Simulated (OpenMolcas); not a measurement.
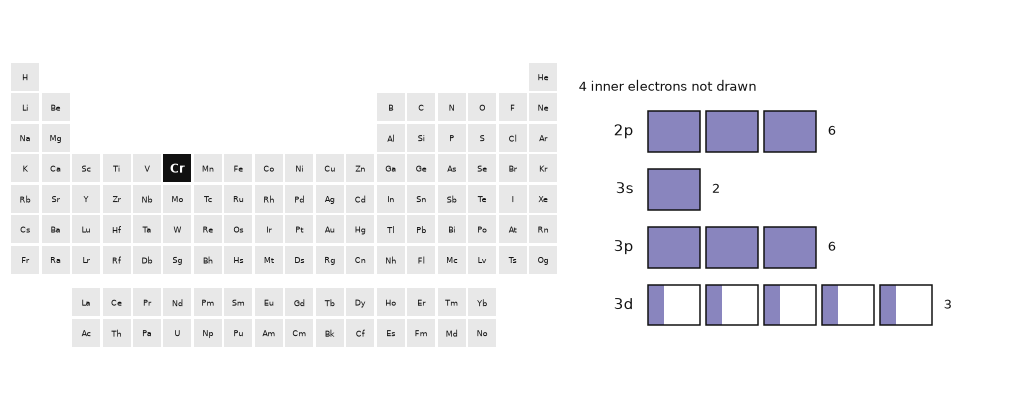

Figure 1. Left, the place of chromium in the periodic table; right, the outer shells of the leading configuration of the lowest level: a box for each of the 2l + 1 orbitals, shaded by the share of the shell that is filled, with the electron count at the right.

Cr³⁺: multiconfigurational calculation (part 1 of 2)

- system: Cr³⁺, among 6 point charges of −1 e at 2.01 Å, trigonal prism (D3h), axial distortion 0.89, whose field is part of the energies.
- method: state-averaged CASSCF, active space 3 electrons in the shell 3d, basis ANO-RCC-VDZP, DKH2 scalar Hamiltonian, spin-orbit coupling by RASSI with atomic mean-field integrals (OpenMolcas)

**Key numbers**

- outcome: converged
- energy of the lowest spin-free term: −1052.51493 hartree
- energy of the lowest spin-orbit level: −1052.51558 hartree
- largest spread among components of a term: 0.3 cm⁻¹
- hardware: 1 thread of Arm Neoverse V1, 24 GiB of memory available, shared host
- wall time: 10 s

**Notes**

Without dynamic correlation the splittings between terms come out too large, often by 20 to 50 %. Caveats: point charges lack covalency, field too small at true ligand charges.

**Input file**
```
&GATEWAY
Coord
1

Cr 0.0 0.0 0.0
Basis=ANO-RCC-VDZP
Group=NoSym
NoMove
AngMom=0.0 0.0 0.0
AMFI
XField
6 Angstrom 0
1.388648 0.000000 1.453188 -1.000000
-0.694324 1.202605 1.453188 -1.000000
-0.694324 -1.202605 1.453188 -1.000000
1.388648 0.000000 -1.453188 -1.000000
-0.694324 1.202605 -1.453188 -1.000000
-0.694324 -1.202605 -1.453188 -1.000000
&SEWARD
&RASSCF
FileOrb=start.orb
Symmetry=1
Spin=4
nActEl=3 0 0
Inactive=9
Ras2=5
CIRoot=10 10 1
SDav=10
CIMx=300
Iter=120 100
PrWF=0.3
OrbListing=Nothing
MaxOrb=0
>>> COPY $Project.JobIph JOB001
&RASSCF
FileOrb=start.orb
Symmetry=1
Spin=2
nActEl=3 0 0
Inactive=9
Ras2=5
CIRoot=40 40 1
SDav=40
CIMx=300
Iter=120 100
PrWF=0.3
OrbListing=Nothing
MaxOrb=0
>>> COPY $Project.JobIph JOB002
&RASSI
NrOfJobIphs=2 10 40
1 2 3 4 5 6 7 8 9 10
1 2 3 4 5 6 7 8 9 10 11 12 13 14 15 16 17 18 19 20 21 22 23 24 25 26 27
28 29 30 31 32 33 34 35 36 37 38 39 40
IphNames
JOB001
JOB002
EJob
SpinOrbit
DIPRint=1.0
SOCoupling=1000.0
Subsets=2
Property=9
'ANGMOM' 1 'ANGMOM' 2 'ANGMOM' 3 'MLTPL  1' 1 'MLTPL  1' 2 'MLTPL  1' 3
'AMFI' 1 'AMFI' 2 'AMFI' 3
SOProperty=3
'ANGMOM' 1 'ANGMOM' 2 'ANGMOM' 3
```

The file start.orb holds starting orbitals from an earlier step. A driver script formed the levels outside the program, from RASSI's spin-orbit matrix and the active-space energies, averaged over the components of each term or state.

Launched with:
```bash
OMP_NUM_THREADS=1 MOLCAS_MEM=1689 MOLCAS_PROJECT=a pymolcas a.inp > a.log  # once for each step of the input, in one work folder
```

**Log (extracts)**
```
--- SEWARD ---
Basis set label: CR.ANO-RCC...5S4P2D1F.

      Electronic valence basis set:
      ------------------
      Associated Effective Charge  24.000000 au
      Associated Actual Charge     24.000000 au
      Nuclear Model: Point charge

      Shell  nPrim  nBasis  Cartesian Spherical Contaminant
         s      21       5        X
         p      15       4        X
         d      10       2                 X
         f       6       1                 X
                  Relativistic Douglas-Kroll-Hess integrals:
                    - DKH order of Hamiltonian: 2
                    - DKH order of Properties : 0
                  Atomic mean-field integrals
--- RASSCF ---
Wave function specifications:
      -----------------------------

      Number of closed shell electrons          18
      Number of electrons in active shells       3
      Max number of holes in RAS1 space          0
      Max nr of electrons in RAS3 space          0
      Number of inactive orbitals                9
      Number of active orbitals                  5
      Number of secondary orbitals              20
      Spin quantum number                      1.5
      State symmetry                             1
Orbital specifications:
      -----------------------

      Symmetry species                           1
                                                 a
      Frozen orbitals                            0
      Inactive orbitals                          9
      Active orbitals                            5
      RAS1 orbitals                              0
      RAS2 orbitals                              5
      RAS3 orbitals                              0
      Secondary orbitals                        20
      Deleted orbitals                           0
      Number of basis functions                 34
      Number of CSFs                            10
      Number of root(s) required                10
      Iter CI   SX   CI       RASSCF       Energy    max ROT     max BLB   max BLB  Level Ln srch  Step   QN
          iter iter root      energy       change     param      element    value   shift minimum  type update
 Nr of preliminary CI iterations:   1
      Total energies have been shifted. Add                -1000.00 au
        1   1    8    0   -52.22841078    0.00E+00   2.27E-01*   9  22 1 -3.96E-01*  0.02   0.00    SX    NO
        2   1    8    0   -52.45238536   -2.24E-01* -5.70E-02    7  20 1  2.22E-01*  0.32   0.00    SX    NO
        3   1    7    0   -52.47493292   -2.25E-02* -2.66E-02    9  22 1 -5.24E-02*  0.20   0.00    SX    NO
        4   1    7    0   -52.47734373   -2.41E-03* -9.87E-03    7  20 1  2.65E-02*  0.25   0.00    SX    NO
        5   1    6    0   -52.47776637   -4.23E-04* -2.96E-03    9  22 1 -9.83E-03*  0.23   0.71    QN   YES
        6   1    5    0   -52.47784729   -8.09E-05*  7.39E-05    5  22 1  9.26E-05   0.23   1.01    QN   YES
        7   1    4    0   -52.47784732   -3.20E-08* -1.82E-05    7  20 1  2.96E-05   0.23   1.19    QN   YES
        8   1    3    0   -52.47784732   -1.44E-09   3.16E-06    7  14 1  4.18E-06   0.23   1.03    QN   YES
      Convergence after  8 iterations
        9   1    3    0   -52.47784732   -2.00E-11   3.16E-06    8  10 1 -1.22E-06   0.23   1.03    QN   YES
      Natural orbitals and occupation numbers for root  1
      sym 1:   0.913813   0.086187   1.000000   0.086187   0.913813
      Natural orbitals and occupation numbers for root  2
      sym 1:   0.766794   0.766794   0.233206   0.233206   1.000000
      Natural orbitals and occupation numbers for root  3
      sym 1:   1.000000   0.233206   0.233206   0.766794   0.766794
::    RASSCF root number  1 Total energy:  -1052.51493409
::    RASSCF root number  2 Total energy:  -1052.50779785
::    RASSCF root number  3 Total energy:  -1052.50779785
::    RASSCF root number  4 Total energy:  -1052.49780923
::    RASSCF root number  5 Total energy:  -1052.49780797
::    RASSCF root number  6 Total energy:  -1052.49561224
::    RASSCF root number  7 Total energy:  -1052.49561224
::    RASSCF root number  8 Total energy:  -1052.42961350
::    RASSCF root number  9 Total energy:  -1052.42961349
::    RASSCF root number 10 Total energy:  -1052.40187475
--- RASSCF ---
Wave function specifications:
      -----------------------------

      Number of closed shell electrons          18
      Number of electrons in active shells       3
      Max number of holes in RAS1 space          0
      Max nr of electrons in RAS3 space          0
      Number of inactive orbitals                9
      Number of active orbitals                  5
      Number of secondary orbitals              20
      Spin quantum number                      0.5
      State symmetry                             1
Orbital specifications:
      -----------------------

      Symmetry species                           1
                                                 a
      Frozen orbitals                            0
      Inactive orbitals                          9
      Active orbitals                            5
      RAS1 orbitals                              0
      RAS2 orbitals                              5
      RAS3 orbitals                              0
      Secondary orbitals                        20
      Deleted orbitals                           0
      Number of basis functions                 34
      Number of CSFs                            40
      Number of root(s) required                40
      Iter CI   SX   CI       RASSCF       Energy    max ROT     max BLB   max BLB  Level Ln srch  Step   QN
          iter iter root      energy       change     param      element    value   shift minimum  type update
 Nr of preliminary CI iterations:   1
      Total energies have been shifted. Add                -1000.00 au
        1   1    7    0   -52.36242497    0.00E+00  -1.73E-02   12  25 1 -1.37E-02*  0.23   0.00    SX    NO
        2   1    6    0   -52.36343628   -1.01E-03*  2.82E-03    7  20 1 -1.49E-02*  0.21   0.00    SX    NO
        3   1    6    0   -52.36353108   -9.48E-05* -2.06E-03    7  20 1  3.46E-03*  0.22   0.00    SX    NO
        4   1    6    0   -52.36354496   -1.39E-05*  6.84E-04    9  22 1 -2.03E-03*  0.21   0.00    SX    NO
        5   1    6    0   -52.36354731   -2.35E-06* -2.31E-04    8  21 1  7.53E-04*  0.21   0.70    QN   YES
        6   1    4    0   -52.36354782   -5.11E-07*  7.69E-06    6  16 1 -1.66E-05   0.21   1.01    QN   YES
        7   1    3    0   -52.36354782   -4.74E-10   2.10E-06    6  16 1 -4.10E-06   0.21   1.25    QN   YES
      Convergence after  7 iterations
        8   1    3    0   -52.36354782   -2.50E-11   2.10E-06    7  14 1 -1.03E-07   0.21   1.25    QN   YES
      Natural orbitals and occupation numbers for root  1
      sym 1:   0.913465   0.173121   0.913465   0.173018   0.826931
      Natural orbitals and occupation numbers for root  2
      sym 1:   0.913465   0.173018   0.913465   0.173121   0.826931
      Natural orbitals and occupation numbers for root  3
      sym 1:   0.736142   0.500000   0.736142   0.500000   0.527716
::    RASSCF root number  1 Total energy:  -1052.43223311
::    RASSCF root number  2 Total energy:  -1052.43223311
::    RASSCF root number  3 Total energy:  -1052.42638083
::    RASSCF root number  4 Total energy:  -1052.42634570
::    RASSCF root number  5 Total energy:  -1052.42281199
::    RASSCF root number  6 Total energy:  -1052.42281199
::    RASSCF root number  7 Total energy:  -1052.42135724
::    RASSCF root number  8 Total energy:  -1052.41940183
::    RASSCF root number  9 Total energy:  -1052.41940182
::    RASSCF root number 10 Total energy:  -1052.41323436
::    RASSCF root number 11 Total energy:  -1052.41323436
::    RASSCF root number 12 Total energy:  -1052.40567998
::    RASSCF root number 13 Total energy:  -1052.40244421
::    RASSCF root number 14 Total energy:  -1052.40244421
::    RASSCF root number 15 Total energy:  -1052.39778542
::    RASSCF root number 16 Total energy:  -1052.39778542
::    RASSCF root number 17 Total energy:  -1052.39486727
::    RASSCF root number 18 Total energy:  -1052.39485424
::    RASSCF root number 19 Total energy:  -1052.39053969
::    RASSCF root number 20 Total energy:  -1052.39050866
::    RASSCF root number 21 Total energy:  -1052.39050866
::    RASSCF root number 22 Total energy:  -1052.38749910
::    RASSCF root number 23 Total energy:  -1052.38749909
::    RASSCF root number 24 Total energy:  -1052.38185830
::    RASSCF root number 25 Total energy:  -1052.38077773
::    RASSCF root number 26 Total energy:  -1052.38077773
::    RASSCF root number 27 Total energy:  -1052.37926879
::    RASSCF root number 28 Total energy:  -1052.37926879
::    RASSCF root number 29 Total energy:  -1052.32372395
::    RASSCF root number 30 Total energy:  -1052.32368614
```

(Continued in part 2.)
